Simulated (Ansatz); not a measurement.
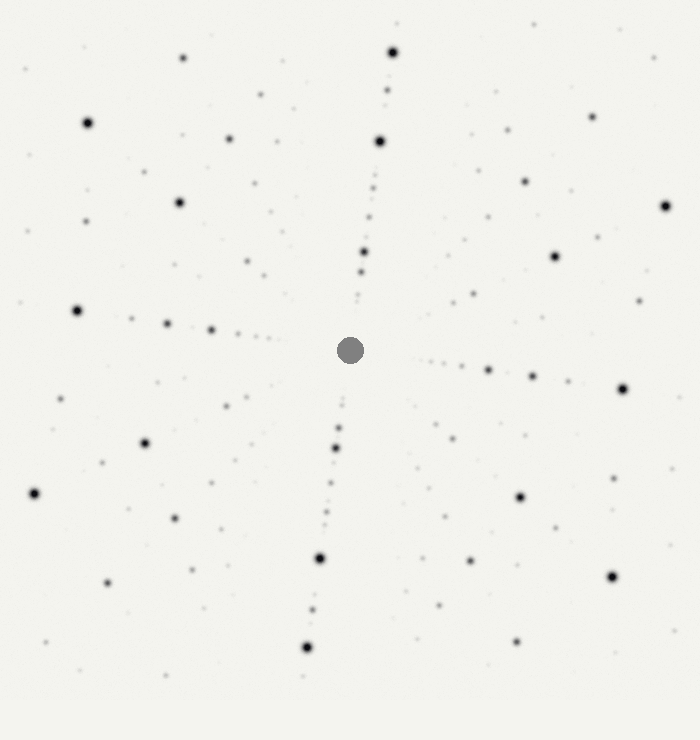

Simulated back-reflection Laue pattern (white X-rays, 0.45 to 2.2 Å, flat plate covering ±45° about the beam, kinematic intensities, seen from the source).

> Which symmetry elements lie along the beam?

2mm: a twofold axis with two mirror lines.

The crystal is Ru, space group P6_3/mmc (No. 194), a = 2.69 Å, c = 4.20 Å (hexagonal axes). Structure: the input geometry of an electronic-structure calculation (not necessarily at equilibrium).

The direction [210] points towards the source.
